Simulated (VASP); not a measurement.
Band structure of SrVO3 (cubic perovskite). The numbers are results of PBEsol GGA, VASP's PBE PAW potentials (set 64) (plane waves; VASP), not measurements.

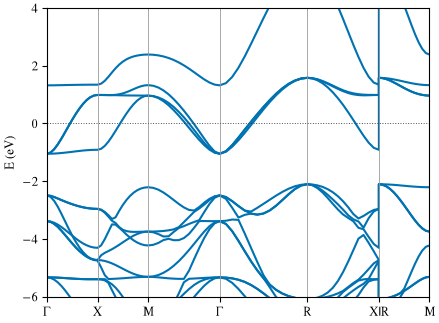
Figure: Bands along high-symmetry lines, zero at the valence-band maximum or, without a gap, the Fermi level

**Question.** Read the plot: is there a gap, and where are the band edges?

**Answer.** It has no gap at this level: it comes out as a metal or semimetal. (Edges off the drawn lines would not show.)

The compound is SrVO3 in the cubic perovskite structure. It was relaxed first. The run is not spin-polarised, so no magnetic state was tried. The electron count is odd and the run is not spin-polarised, which forces a metal.
